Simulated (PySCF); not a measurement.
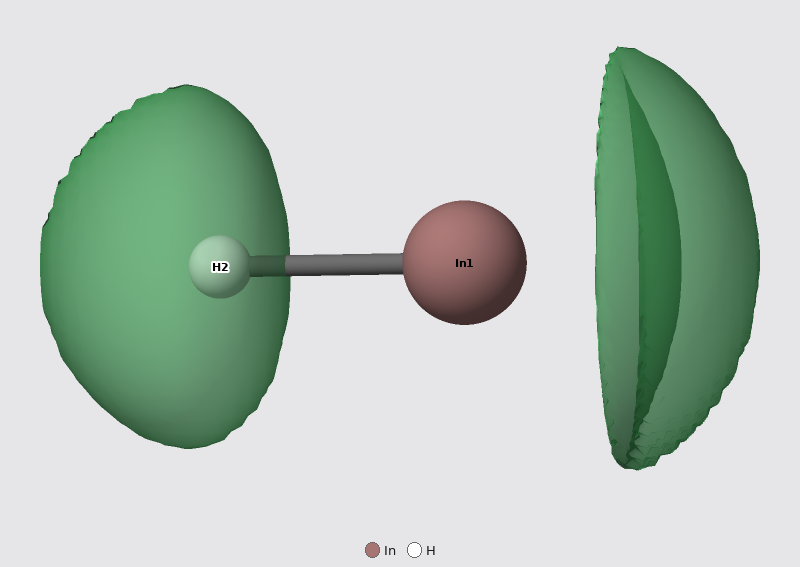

InH. Isosurface of the electron localisation function at 0.9 (green), seen from one side. Only the valence region is drawn (cores and ρ < 0.01 e/Å³ removed).

Core potentials replace the inner electrons of In.

The calculation used PBE0/cc-pVDZ(-PP), non-relativistic Hamiltonian with scalar-relativistic core potentials where named, at a bond length of 1.861 Å (PySCF 2.14.0).

Q: Describe the localisation domains.

A: At this value the surface marks out one region around a hydrogen nucleus and one lobe on In, pointing away from the bonds (lone pairs). Along the contacts the grid gives the following. In–H (1.86 Å): the ELF climbs to about 1 towards the hydrogen.
